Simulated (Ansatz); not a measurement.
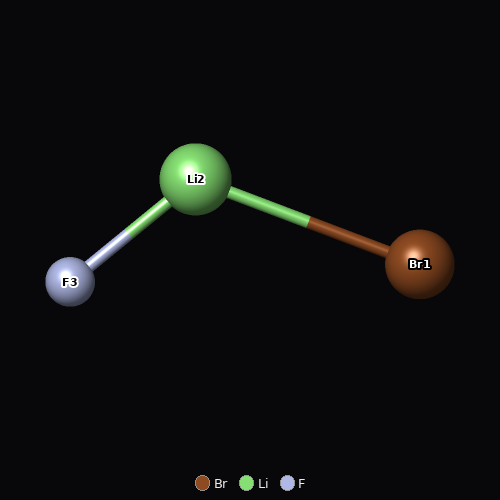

The system is Br⁻ + LiF; the picture shows the reference structure. First axis: distance Br1–Li2. Second axis: distance Li2–F3. Nothing is relaxed (the angle Br1–Li2–F3 is fixed at 120 degrees). Grid: 17 × 17 points. Points are written as (first, second). All energies are given in kJ/mol relative to Br with charge -1 far from the relaxed LiF (each part in its own basis). All numbers below come from RHF/def2-TZVPD (Ansatz).

Its coordinates:

```xyz
3

Br   -2.4250    0.0000    0.0000
Li    0.0000    0.0000    0.0000
F     0.8190    1.4185    0.0000
```

Range: distance Br1–Li2 from 1.984 to 3.984 Å; distance Li2–F3 from 1.504 to 3.504 Å.

Question: Predict the map.

Answer: The lowest grid point is at (2.425 Å, 1.638 Å), −129 kJ/mol from Br with charge -1 far from the relaxed LiF (each part in its own basis). It is the only kind of minimum in the scanned range. The highest grid point, (3.984 Å, 3.504 Å), lies 358 kJ/mol above the lowest.

```tsv
distance Li2–F3 ↓, distance Br1–Li2 →	2.038	2.211	2.425	2.667	2.931	3.213	3.511	3.823
3.504	97	79	83	104	133	164	192	218
3.185	78	58	61	80	107	136	163	187
2.880	54	32	33	51	76	103	128	150
2.590	25	1	0	15	38	62	85	106
2.316	−10	−35	−39	−26	−6	16	37	55
2.063	−46	−73	−79	−70	−52	−32	−13	3
1.834	−76	−105	−114	−107	−92	−74	−58	−43
1.638	−86	−118	−129	−124	−111	−96	−81	−68
1.504	−70	−104	−116	−113	−102	−89	−75	−63
```

The table holds every second grid line.

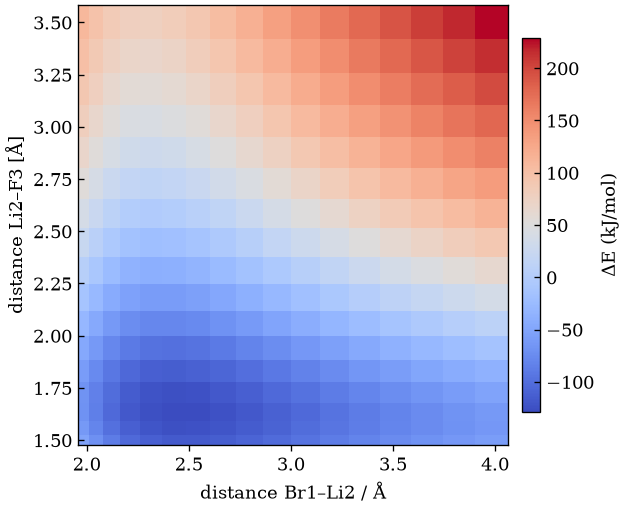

Drawn: one coloured cell a grid point.

Each point was launched as `ansatz run input.yaml --threads 1 --pin off --max-ram 2560MiB --backend cpu --events-out ev --progress --plain --runs-dir out`. The whole map (289 points run) took 12 min on 1 thread of Arm Neoverse N1, with other jobs on the host.
